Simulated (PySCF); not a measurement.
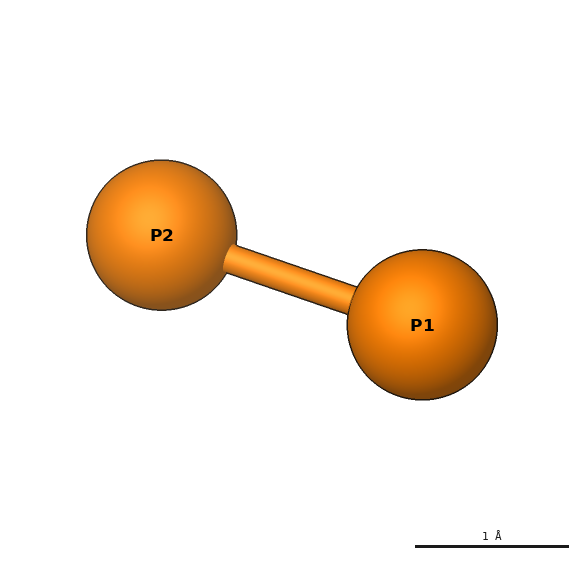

The atoms are numbered. The computed structure is the end point of a PBE0-D3(BJ)/def2-TZVP optimisation. No frequency run is at hand to confirm it as a minimum.

Which atoms are bonded, and how long are the bonds?

```tsv
bond	length (Å)
P1–P2	1.882
```
